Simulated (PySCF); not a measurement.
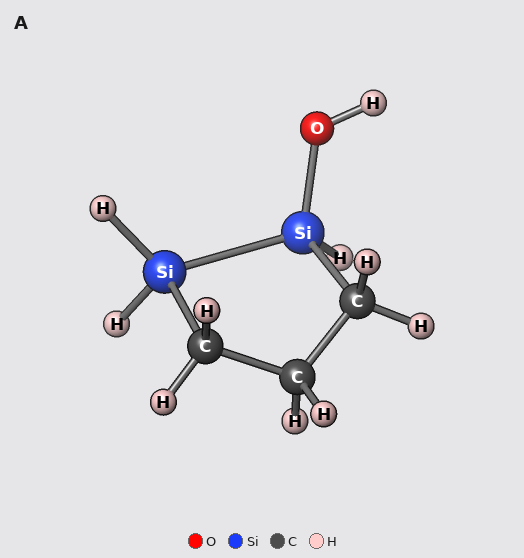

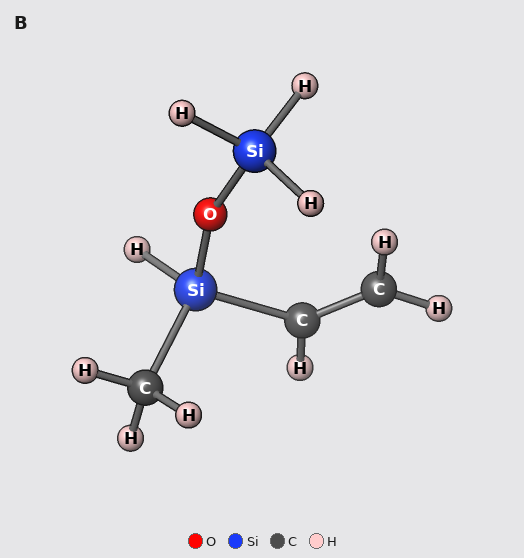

2 stationary structures of one formula. Geometries: GFN2-xTB. Electronic energies: CAM-B3LYP/def2-SVPD (PySCF 2.14.0), without zero-point energy. No frequency run is at hand to confirm each as a minimum. Each is one conformer, not always the lowest.

How are they related?

Answer. They are constitutional isomers of C3H10OSi2: A `O[Si@H]1CCC[SiH2]1`, B `C=C[Si@@H](C)O[SiH3]`.

Which is lowest in energy, and by how much?

Answer. B is lowest; A lies 10.0 kcal/mol above it.

The geometry is semi-empirical. Around Si such bond lengths and angles can be off by a tenth of an ångström or more and by several degrees, and values that hang on the shape move with them.
